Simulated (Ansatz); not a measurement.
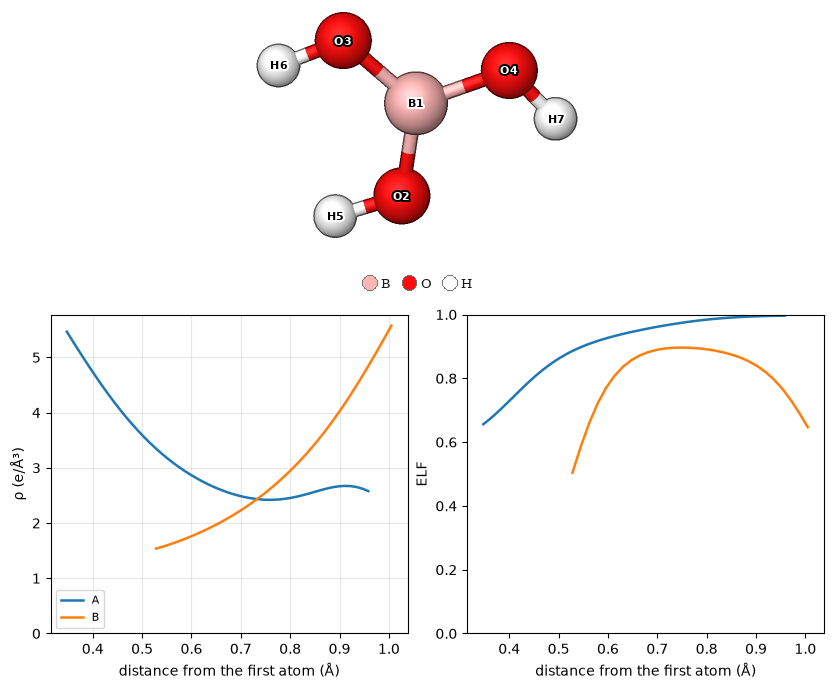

Figure 1: BH$_{3}$O$_{3}$. Electron density and ELF along straight lines between neighbouring atoms. The curves leave out the atomic cores. The structure is drawn too.

Geometry: B3LYP-D3(BJ)/6-311G**.

Method: isolated molecule in a Gaussian basis; Kohn-Sham density functional theory, functional PBE0 in Ansatz.

```yaml
atoms:
  - { symbol: B, position_ang: [-0.2048, 1.6836, 1.5969] }
  - { symbol: O, position_ang: [-1.3994, 1.0008, 1.6951] }
  - { symbol: O, position_ang: [0.6016, 1.7043, 0.4898] }
  - { symbol: O, position_ang: [0.2197, 2.3978, 2.6771] }
  - { symbol: H, position_ang: [-1.6616, 0.5113, 0.9132] }
  - { symbol: H, position_ang: [0.2789, 1.1939, -0.2543] }
  - { symbol: H, position_ang: [-0.4021, 2.3293, 3.4060] }
```

Q: Which curve belongs to which contact (B–O and O–H)? The first atom named is at distance zero.

A: Curve A: O–H (0.96 Å): ρ at the midpoint is about 3.8 e/Å³; the ELF climbs to about 1 towards the hydrogen, as it does in any bond to H; an ordinary covalent bond to hydrogen. Curve B: B–O (1.36 Å): ρ at the midpoint is about 2.1 e/Å³; the ELF peaks at about 0.90 between the atoms; a polar covalent bond.
